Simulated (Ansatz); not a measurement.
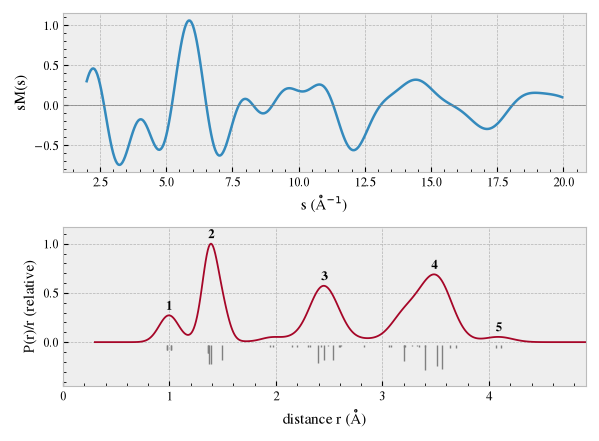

Simulated gas electron diffraction: reduced molecular intensity sM(s) from the Debye equation in the first Born approximation (top) and the radial distribution curve (bottom) of BH₆NO₂S. Each pair of atoms contributes with weight ZᵢZⱼ/r (bars below the curve); damping constant 0.001 Å²; vibrational amplitudes assumed, not computed: 0.05 Å for bonds, 0.078 Å for bonds to H, 0.06 + 0.015 r up to 0.15 Å for other pairs. The geometry is the end point of an optimisation (RKS PBE-D4/6-31G* in Ansatz 0.2.0); it may be a saddle point or a higher isomer.

Read the positions of the numbered peaks and name the main pairs (– for bonds).

Peak 1, 1.00 Å: O–H 0.98 Å (×2), N–H 1.02 Å (×2)
Peak 2, 1.39 Å: S–H 1.36 Å (×2), O–B 1.37–1.39 Å (×2), N–B 1.50 Å, not resolved
Peak 3, 2.45 Å: O···H 2.30–2.60 Å (×3), O···O 2.39 Å, O···N 2.45–2.54 Å (×2), not resolved
Peak 4, 3.48 Å: S···O 3.40–3.56 Å (×2), S···N 3.51 Å, not resolved; in its flanks S···B 3.20 Å
Peak 5, 4.09 Å: S···H 4.06–4.11 Å (×2), not resolved
